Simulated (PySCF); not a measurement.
# SiH2Cl2 (dichlorosilane (DCS)) at 6 levels

We compute a comparison of 6 runs (HF/STO-3G, BP86/3-21G, B3LYP/6-31G*, PBE0/def2-SVP, MP2/pcseg-1) of SiH2Cl2 (dichlorosilane (DCS)). 

The calculation is run with PySCF 2.14.0.

### Step 1. The molecule

SiH2Cl2: 5 atoms, total charge 0, spin state singlet. SMILES: `Cl[SiH2]Cl`. The shape is that of a PBE0-D4/def2-TZVP optimisation.

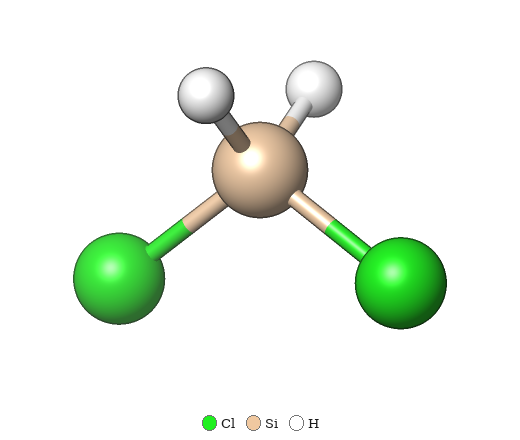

The structure, seen from a chosen angle (chlorine green, silicon light orange, hydrogen white).

### Step 2. Energy and gradient at HF/STO-3G (run 1)

Contents of run.py:

```python
# Cl[SiH2]Cl
import pyscf.grad
from pyscf import gto, scf

system = gto.M(
    atom='''
Cl    -1.957945    -0.743418     3.041136
Si     0.258515    -0.135493    -0.054613
Cl    -1.510269     2.261624    -2.501997
H      0.665184    -2.574185    -1.343973
H      2.639003     1.051822     0.781213
''',
    verbose=3,
    unit='bohr',
    max_memory=1860,
    basis='sto-3g',
)

hf = scf.RHF(system)
hf.conv_tol = 1e-10
hf.kernel()
if not hf.converged:
    hf = hf.newton().run(hf.mo_coeff, hf.mo_occ)

energy = hf.e_tot
print('E(%s) = %.9f' % ('HF', energy))
grad = hf.Gradients().kernel()
hf.analyze()
```

The run is started by

```
$ OMP_NUM_THREADS=1 python run.py
```

Standard output:

```text
converged SCF energy = -1196.02828622051
E(HF) = -1196.028286221
--------------- RHF gradients ---------------
         x                y                z
0 Cl     0.0121791134     0.0031142353    -0.0166269946
1 Si    -0.0491798355     0.0221038364     0.0079709221
2 Cl     0.0098119360    -0.0130139584     0.0130884862
3 H     0.0039795977    -0.0237627753    -0.0125677969
4 H     0.0232091883     0.0115586619     0.0081353832
----------------------------------------------
**** MO energy ****
MO #1   energy= -103.670629803305  occ= 2
MO #2   energy= -103.670613831476  occ= 2
MO #3   energy= -68.14188447018    occ= 2
MO #4   energy= -10.3618567422494  occ= 2
MO #5   energy= -10.3617083799347  occ= 2
MO #6   energy= -7.80570808090062  occ= 2
MO #7   energy= -7.80551285239245  occ= 2
MO #8   energy= -7.800103802444    occ= 2
MO #9   energy= -7.79999290238389  occ= 2
MO #10  energy= -7.79998353838021  occ= 2
MO #11  energy= -7.79988738794371  occ= 2
MO #12  energy= -6.11260825389411  occ= 2
MO #13  energy= -4.13877818301293  occ= 2
MO #14  energy= -4.13756748567275  occ= 2
MO #15  energy= -4.13640558893815  occ= 2
MO #16  energy= -1.05521311573079  occ= 2
MO #17  energy= -1.01441521498701  occ= 2
MO #18  energy= -0.704650880681821 occ= 2
MO #19  energy= -0.535448286750081 occ= 2
MO #20  energy= -0.49811466935586  occ= 2
MO #21  energy= -0.477911066626178 occ= 2
MO #22  energy= -0.414358457643447 occ= 2
MO #23  energy= -0.406834400591527 occ= 2
MO #24  energy= -0.400133307959276 occ= 2
MO #25  energy= -0.393157899199954 occ= 2
MO #26  energy= 0.293086432915667  occ= 0
MO #27  energy= 0.353032932139055  occ= 0
MO #28  energy= 0.452065028393899  occ= 0
MO #29  energy= 0.49884178599255   occ= 0
 ** Mulliken atomic charges  **
charge of    0Cl =     -0.28908
charge of    1Si =      0.77313
charge of    2Cl =     -0.28906
charge of    3H =     -0.09750
charge of    4H =     -0.09749
Dipole moment(X, Y, Z, Debye):  2.66528, -1.19650, -0.43361
```

It took 1.3 s on 1 thread of Arm Neoverse V1, shared host; peak memory 0.12 GiB.

### Step 3. Energy and gradient at BP86/3-21G (run 2)

Contents of run.py:

```python
import pyscf.grad
from pyscf import gto, dft

system = gto.M(
    atom=[
    ('Cl', (-1.036100, -0.393400, 1.609300)),
    ('Si', (0.136800, -0.071700, -0.028900)),
    ('Cl', (-0.799200, 1.196800, -1.324000)),
    ('H', (0.352000, -1.362200, -0.711200)),
    ('H', (1.396500, 0.556600, 0.413400)),
],
    max_memory=1860,
    charge=0,
    basis='3-21g',
    verbose=4,
)

mf = dft.RKS(system, xc='bp86')
mf.grids.level = 5
mf.conv_tol = 1e-10
mf.kernel()
if not mf.converged:
    mf = mf.newton().run(mf.mo_coeff, mf.mo_occ)

e_tot = mf.e_tot
print('Final energy', e_tot)
grad = mf.Gradients().kernel()
mf.analyze()
```

The run is started by

```
$ OMP_NUM_THREADS=1 python run.py
```

Standard output:

```text
PySCF version 2.14.0

[... 71 lines left out ...]
Final energy -1205.2688988488137
[... 21 lines left out ...]
MO #1   energy= -100.034784452587  occ= 2
[... 6 lines left out ...]
MO #8   energy= -6.958785815467    occ= 2
[... 6 lines left out ...]
MO #15  energy= -3.53365391292044  occ= 2
[... 6 lines left out ...]
MO #22  energy= -0.316371052266251 occ= 2
[... 6 lines left out ...]
MO #29  energy= 0.0551480124661268 occ= 0
[... 6 lines left out ...]
MO #36  energy= 0.524333592845193  occ= 0
[... 6 lines left out ...]
MO #43  energy= 1.02019057925368   occ= 0
[... 51 lines left out ...]
Dipole moment(X, Y, Z, Debye):  1.92875, -0.86576, -0.31397
```

Run time: 6.9 s. Hardware: 1 thread of Arm Neoverse V1, shared host; peak memory 0.46 GiB.

Runs 3 to 5 aren't shown in full; the table further down has their settings and results.

### Step 4. Energy and gradient at MP2/pcseg-1 (run 6)

Contents of input.py:

```python
import pyscf.grad
from pyscf import gto, scf, mp

system = gto.Mole()
system.atom = '''
Cl      -1.036100      -0.393400       1.609300
Si       0.136800      -0.071700      -0.028900
Cl      -0.799200       1.196800      -1.324000
H        0.352000      -1.362200      -0.711200
H        1.396500       0.556600       0.413400
'''
system.basis = 'pcseg-1'
system.verbose = 4
system.charge = 0
system.max_memory = 1860
system.spin = 0
system.build()

mf = scf.RHF(system)
mf.conv_tol = 1e-10
mf.kernel()
if not mf.converged:
    mf = mf.newton().run(mf.mo_coeff, mf.mo_occ)

pt = mp.MP2(mf, frozen=15).run()
e_tot = pt.e_tot
print('Final energy', e_tot)
grad = pt.Gradients().kernel()
dip = mf.dip_moment()
pop, q = mf.mulliken_pop()
```

The run is started by

```
$ OMP_NUM_THREADS=1 python input.py
```

Standard output:

```text
PySCF version 2.14.0

[... 57 lines left out ...]
converged SCF energy = -1209.1056409983
[... 8 lines left out ...]
Final energy -1209.4575389708548
[... 8 lines left out ...]
Dipole moment(X, Y, Z, Debye):  1.68704, -0.75720, -0.27468
[... 70 lines left out ...]
charge of    4H =     -0.13652
```

Wall time 6 s (1 thread of Arm Neoverse V1, shared host); peak memory 0.27 GiB.

### Step 5. The series

```
run                               level  integration grid  Cartesian functions   energy (Eh)  dipole moment (D) of the reference  HOMO energy (eV)  LUMO energy (eV)  wall time
  1                           HF/STO-3G                 –                   no  -1196.028286                                2.95            -10.70              7.98      1.3 s
  2                          BP86/3-21G                 5                   no  -1205.268899                                2.14             -8.02             -1.28      6.9 s
  3  B3LYP/6-31G* (spherical functions)                 5                   no  -1211.171603                                1.56             -8.86             -0.14       14 s
  4  B3LYP/6-31G* (Cartesian functions)                 5                  yes  -1211.179798                                1.56             -8.86             -0.14       14 s
  5                       PBE0/def2-SVP                 5                   no  -1210.377915                                1.27             -8.97              0.49       12 s
  6                         MP2/pcseg-1                 –                   no  -1209.457539                                1.87            -12.52              2.96        6 s
```

### Step 6. What came out

| quantity | value |
| --- | --- |
| run 6: total energy | -1209.45754 Eh |
| run 6: dipole moment (Hartree–Fock density) | 1.87 D |
| run 6: HOMO energy (Hartree–Fock orbitals) | -12.52 eV |
| run 6: LUMO energy (Hartree–Fock orbitals) | 2.96 eV |
| run 6: HOMO–LUMO gap (Hartree–Fock orbitals) | 15.48 eV |
| run 6: correlation energy (15 core orbitals frozen) | -351.9 mEh |
| run 6: largest force on an atom | 0.497 eV/Å |

Over runs 1, 2, 3, 4, 5 the dipole moment (its size) runs from 1.27 D (PBE0/def2-SVP) to 2.95 D (HF/STO-3G). The two ends differ in method and basis. Over runs 1, 2, 3, 4, 5 the HOMO–LUMO gap runs from 6.74 eV (BP86/3-21G) to 18.67 eV (HF/STO-3G). Totals of different functionals can't be ranked against each other. In run 1 the basis is minimal, so the values are rough. All runs together took 54 s, the longest 14 s.
